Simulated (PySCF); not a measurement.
Excited-state calculation, with input and output: C$_{4}$H$_{4}$Cl$_{2}$N$_{2}$Si

The run: excited-state calculation of C$_{4}$H$_{4}$Cl$_{2}$N$_{2}$Si, SMILES N#C[SiH](C#N)CC(Cl)Cl. Method and program: TDDFT CAM-B3LYP/def2-SVPD, vertical, gas phase, core orbitals frozen in the response (PySCF 2.14.0).

The geometry comes from this level: GFN2-xTB. It belongs to a series of runs on one base structure; here: H on Si replaced by CN.

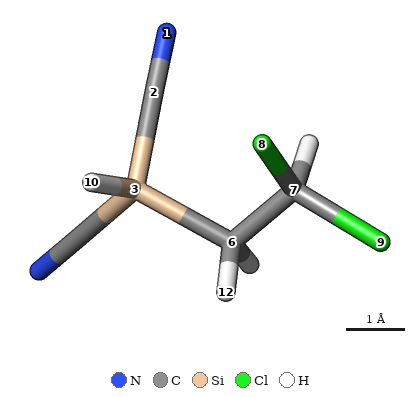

*The structure (stick view, seen at a tilt; atoms are numbered from 1 in the order of the input).*

Bond lengths as drawn: C–C 1.51 Å, C–Cl 1.78 Å, C–H 1.09 Å, C–N 1.14 Å, C–Si 1.87 to 1.91 Å and H–Si 1.46 Å.

Input
```
{"job": {"kind": "uv", "xc": "CAM-B3LYP", "basis": "def2-SVPD", "nstates": 8, "ntriplets": 3}, "charge": 0, "multiplicity": 1}
N      1.271938     2.678976     0.873864
C      1.102104     1.745127     0.234405
Si     0.798317     0.215929    -0.796878
C      2.426223    -0.703968    -0.733115
N      3.423371    -1.265164    -0.709113
C     -0.481162    -0.861147     0.127964
C     -1.615413    -0.015532     0.649900
Cl    -2.252669     1.020837    -0.654251
Cl    -2.938847    -1.026226     1.291804
H      0.474229     0.569169    -2.173107
H     -0.029125    -1.393878     0.967141
H     -0.878998    -1.616655    -0.551397
H     -1.304357     0.653016     1.455056
```

The first line tells a small driver script what to run in PySCF; the rest is the geometry in Å.

Machine: 1 CPU thread, shared host.

Launched with:
```bash
OMP_NUM_THREADS=1 python <driver script> task.json out
```

The program's output
```
coarse grid: 13824 points
cycle   1  E = -1473.2244430432  dE =  1.110e+00  |g| = 7.380e-01  |ddm| = 5.022e+00
cycle   2  E = -1472.9903971000  dE =  2.340e-01  |g| = 1.305e+00  |ddm| = 2.529e+00
cycle   3  E = -1473.3758971470  dE = -3.855e-01  |g| = 1.326e-01  |ddm| = 1.446e+00
cycle   4  E = -1473.3788991029  dE = -3.002e-03  |g| = 7.396e-02  |ddm| = 2.647e-01
cycle   5  E = -1473.3801098296  dE = -1.211e-03  |g| = 1.517e-02  |ddm| = 1.057e-01
cycle   6  E = -1473.3801712686  dE = -6.144e-05  |g| = 2.838e-03  |ddm| = 2.860e-02
cycle   7  E = -1473.3801738082  dE = -2.540e-06  |g| = 1.075e-03  |ddm| = 7.993e-03
final grid: 123728 points
cycle   8  E = -1473.5571806481  dE = -2.280e-05  |g| = 3.344e-03  |ddm| = 5.331e-02
cycle   9  E = -1473.5571799342  dE =  7.140e-07  |g| = 3.809e-03  |ddm| = 1.014e-02
cycle  10  E = -1473.5571834270  dE = -3.493e-06  |g| = 6.286e-04  |ddm| = 5.040e-03
cycle  11  E = -1473.5571835008  dE = -7.378e-08  |g| = 2.924e-04  |ddm| = 9.040e-04
cycle  12  E = -1473.5571835171  dE = -1.627e-08  |g| = 9.707e-05  |ddm| = 4.244e-04
cycle  13  E = -1473.5571835194  dE = -2.306e-09  |g| = 2.524e-05  |ddm| = 1.520e-04
cycle  14  E = -1473.5571835195  dE = -1.310e-10  |g| = 1.030e-05  |ddm| = 4.014e-05
```

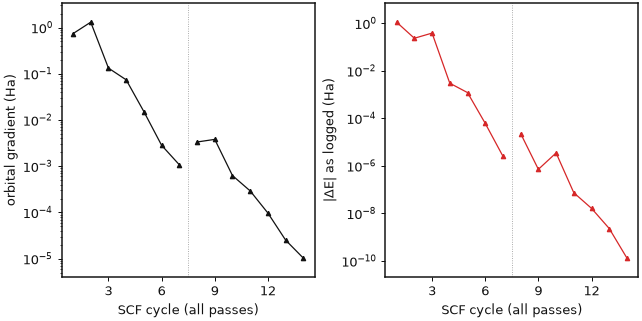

*Convergence of the self-consistent field: orbital gradient and size of the energy change against the SCF cycle. The dotted line marks the change from a coarse to the final integration grid.*

The first 7 cycles use a coarse grid, the final grid takes over at cycle 8, and the field converges after 14 cycles in all.

```
converged SCF energy = -1473.5571835195

Static polarisability (au): isotropic 103.904, principal 87.999 103.037 120.677

Singlet excitations
state   eV       nm        f      main configurations
  1   6.9950    177.2   0.00462   H->L+2 0.42, H-1->L+2 0.13, H->L+3 0.10
  2   7.0463    176.0   0.00472   H-1->L+2 0.30, H->L+2 0.15, H-1->L+3 0.09
  3   7.0625    175.6   0.00553   H-1->L+2 0.14, H-5->L 0.10, H-7->L 0.09
  4   7.1187    174.2   0.00076   H-4->L 0.16, H-5->L+1 0.12, H-6->L 0.08
  5   7.2690    170.6   0.00484   H-2->L+2 0.32, H-1->L+4 0.09, H-2->L+3 0.08
  6   7.3868    167.8   0.00148   H-5->L 0.30, H-7->L+1 0.23
  7   7.4075    167.4   0.00097   H-7->L 0.27, H-5->L+1 0.23, H-4->L+1 0.14
  8   7.4192    167.1   0.01320   H-4->L 0.14, H-6->L+1 0.09

Triplet excitations (Tamm-Dancoff, eV): 5.9046 5.9255 6.2933
```

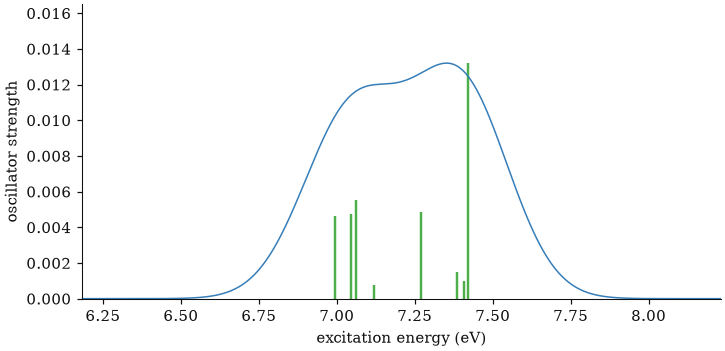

*Computed excitations as sticks (degenerate states added up, dark ones marked on the axis), with a Gaussian envelope of 0.35 eV full width at half maximum, scaled to the tallest.*

Of the 8 states the lowest lies at 7.00 eV (f = 0.005); the strongest line is at 7.42 eV, or 167 nm (f = 0.013).

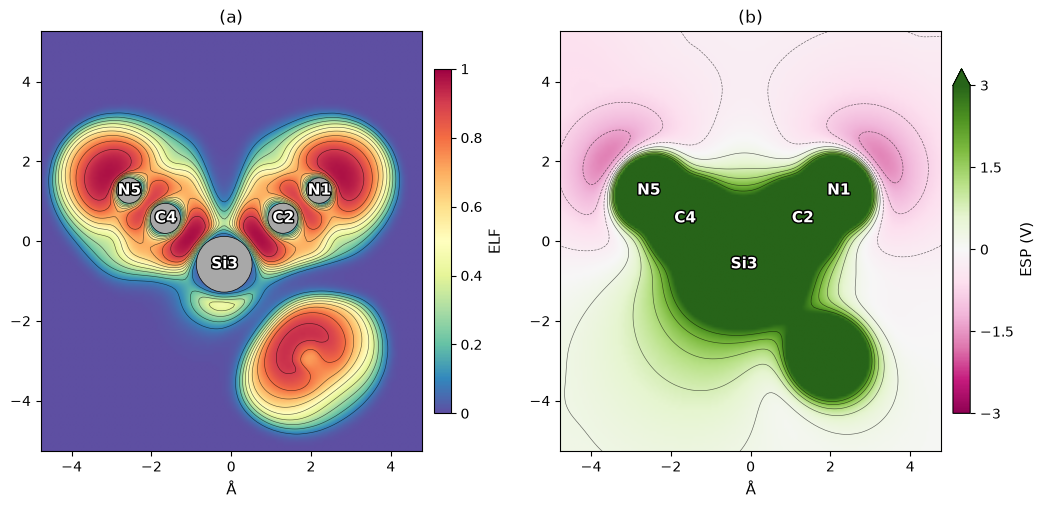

*(a) electron localisation function; (b) molecular electrostatic potential on the plane of atoms C2, Si3 and C4. Grey discs, where drawn, cover atomic cores.*

Atoms in the plane: N, C and Si. C–N (1.14 Å): the ELF peaks at about 0.90 between the atoms; a double or triple bond. C–Si (1.87 Å): the ELF peaks at about 1 between the atoms (a covalent bond).

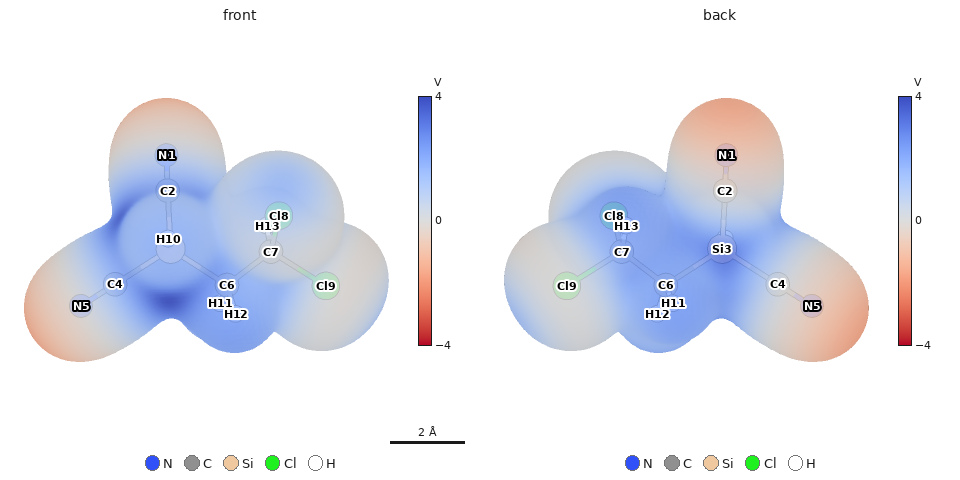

*The electrostatic potential painted on the density surface at 0.004 e/bohr³, seen face on and from behind; the colour scale runs from red (negative) to blue (positive).*

A positive charge is drawn to the negative regions and a negative charge to the positive ones. Its dipole moment is 3.14 D.

Summary

| quantity | value |
| --- | --- |
| outcome | converged |
| total energy | −1473.557184 hartree |
| HOMO | −10.72 eV |
| LUMO | −0.50 eV |
| dipole moment | 3.14 D |
| mean polarisability | 103.90 a.u. |
| lowest singlet excitation | 7.00 eV |
| wall time | 2.4 min |
| peak memory | 1.1 GiB |
